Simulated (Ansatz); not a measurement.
## Phonon calculation of GeNH₆F

The run: phonon calculation of GeNH₆F. Method and program: RKS B3LYP/def2-SVP (Ansatz 0.2.0).

It belongs to a series of runs on one base structure; here: vibrations at the highest image of the band. Figures and captions count atoms from 1; the log counts them from 0 in places.

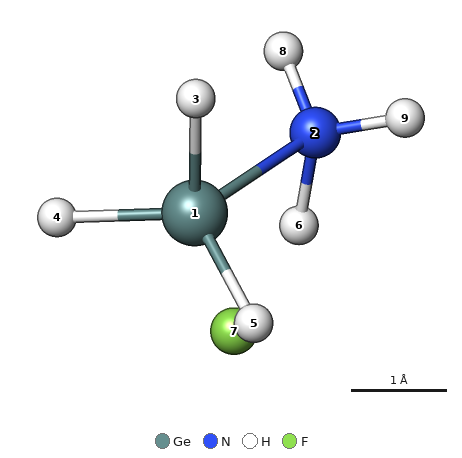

*The structure (ball-and-stick view, seen at a tilt; atoms are numbered from 1 in the order of the input). Sticks mark near contacts.*

Bond lengths as drawn: Ge–H 1.53 to 1.58 Å, Ge–N 2.01 Å and H–N 1.02 to 1.14 Å.

Input file:
```yaml
crystal:
  periodic: [false, false, false]
  atoms:
    - { symbol: Ge, position_ang: [-0.458037, 0.651583, -0.492451] }
    - { symbol: "N", position_ang: [0.409116, -0.989133, 0.286234] }
    - { symbol: H, position_ang: [-1.063602, -0.079892, -1.753364] }
    - { symbol: H, position_ang: [-1.690659, 1.118965, 0.291272] }
    - { symbol: H, position_ang: [0.54571, 1.647314, -1.087238] }
    - { symbol: H, position_ang: [0.733584, -0.253415, 1.100628] }
    - { symbol: F, position_ang: [0.603012, 1.027174, 1.371144] }
    - { symbol: H, position_ang: [-0.234542, -1.730494, 0.566065] }
    - { symbol: H, position_ang: [1.15532, -1.392102, -0.282191] }
basis:
  gaussian: { orbitals: def2-SVP }
hamiltonian:
  xc: b3lyp
phonons: {}
```

Launched with:
```bash
ansatz run input.yaml --threads 2 --pin off --max-ram 3072MiB --backend cpu --events-out ev --progress --plain --runs-dir out
```

The program's output:
```
Engine: ansatz 0.2.0, aarch64-unknown-linux-gnu
Functional definition: B3LYP
  parameter a0 = 0.2
  parameter ax = 0.72
  parameter ac = 0.81
  exchange = (1 - a0 - ax)*slater_x + ax*b88_x + a0*exact_x
  correlation = (1 - ac)*vwn_rpa_c + ac*lyp_c
971 factors; integrals over basis functions are off by at most 2.8e-4 eV
mean field evaluation 1: about -60807.9303 eV, gradient 5.7e1 eV
mean field evaluation 2: about -60800.8010 eV, gradient 8.4e1 eV
mean field evaluation 4: about -60813.4642 eV, gradient 4.2e0 eV
mean field evaluation 8: about -60813.5025 eV, gradient 3.1e-2 eV
mean field -60813.50247353 eV, -2234.8549950296 hartree, gradient 3.9e-5 eV, S^2 0.000000; 0 other end points of the search recorded, 0 dependent functions left out
the calculation of the forces begins
reference -60813.50271044 eV, -2234.8550037361 hartree; 27, 27 occupied and 63, 63 virtual orbitals, 971 factors
these checks for a lower state are left out or cut short: stability, starts, cluster_reference, orbital_swaps, neighbouring_geometries, increment
971 factors; integrals over basis functions are off by at most 2.8e-4 eV
mean field evaluation 16: about -60813.5023 eV, gradient 1.4e-1 eV
mean field -60813.50236992 eV, -2234.8549912223 hartree, gradient 1.8e-6 eV, S^2 0.000000; 0 other end points of the search recorded, 0 dependent functions left out
[... from here on the field's lines of each further geometry are left out, up to the last ...]
the calculation of the forces begins
reference -60813.50266156 eV, -2234.8550019396 hartree; 27, 27 occupied and 63, 63 virtual orbitals, 971 factors
these checks for a lower state are left out or cut short: stability, starts, cluster_reference, orbital_swaps, neighbouring_geometries, increment
971 factors; integrals over basis functions are off by at most 2.8e-4 eV
mean field -60813.50242593 eV, -2234.8549932805 hartree, gradient 1.1e-6 eV, S^2 0.000000; 0 other end points of the search recorded, 0 dependent functions left out
the calculation of the forces begins
reference -60813.50266290 eV, -2234.8550019888 hartree; 27, 27 occupied and 63, 63 virtual orbitals, 971 factors
WARN: phonons: modes at or below zero, which the zero-point energy, F, S and C_V leave out: 1, the lowest at -455.34 cm⁻¹. A minimum has none, and a first-order saddle one
Total energy: -60813.50271044 eV, -2234.8550037361 hartree
Atom 0 at    -0.458037     0.651583    -0.492451 Å, force    -0.004060     0.007507    -0.002758 eV/Å
Atom 1 at     0.409116    -0.989133     0.286234 Å, force     0.019256    -0.001288     0.009748 eV/Å
Atom 2 at    -1.063602    -0.079892    -1.753364 Å, force     0.001464     0.003321    -0.000123 eV/Å
Atom 3 at    -1.690659     1.118965     0.291272 Å, force    -0.005735     0.002145    -0.000261 eV/Å
Atom 4 at     0.545710     1.647314    -1.087238 Å, force    -0.002025    -0.000322    -0.005159 eV/Å
Atom 5 at     0.733584    -0.253415     1.100628 Å, force    -0.008468     0.012775    -0.003430 eV/Å
Atom 6 at     0.603012     1.027174     1.371144 Å, force     0.003230    -0.018657     0.001730 eV/Å
Atom 7 at    -0.234542    -1.730494     0.566065 Å, force    -0.000563     0.000935     0.000496 eV/Å
Atom 8 at     1.155320    -1.392102    -0.282191 Å, force    -0.003098    -0.006416    -0.000243 eV/Å
Dipole moment:     0.003068    -0.755881    -0.286485 e Å
Vibrations: -455.34 242.68 310.24 418.76 545.30 565.16 596.05 777.27 797.75 865.05 935.63 954.98 998.65 1503.57 1562.52 1972.02 2079.32 2145.93 2176.56 3505.17 3595.94 cm⁻¹, zero-point energy 1.645801 eV
```

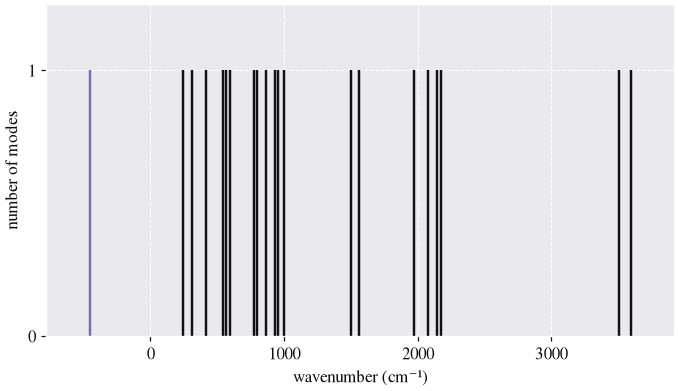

*Harmonic vibrational wavenumbers from the force constants; neighbouring modes closer than 18 cm⁻¹ are counted in one stick, and imaginary ones are drawn at negative wavenumbers.*

21 modes from 455i to 3596 cm⁻¹, 1 imaginary beyond 8i (455i cm⁻¹): a first-order saddle point, if the geometry is stationary.

Results in brief:

- outcome: converged
- total energy: −60813.5027 eV
- mean-field energy: −60813.5027 eV
- largest force (length of the vector): 0.022 eV/Å
- hardware: 2 threads of Arm Neoverse V2, 24 GiB of memory available, shared host
- wall time: 61 s (CPU time 1.9 min)
- peak memory: 0.18 GiB
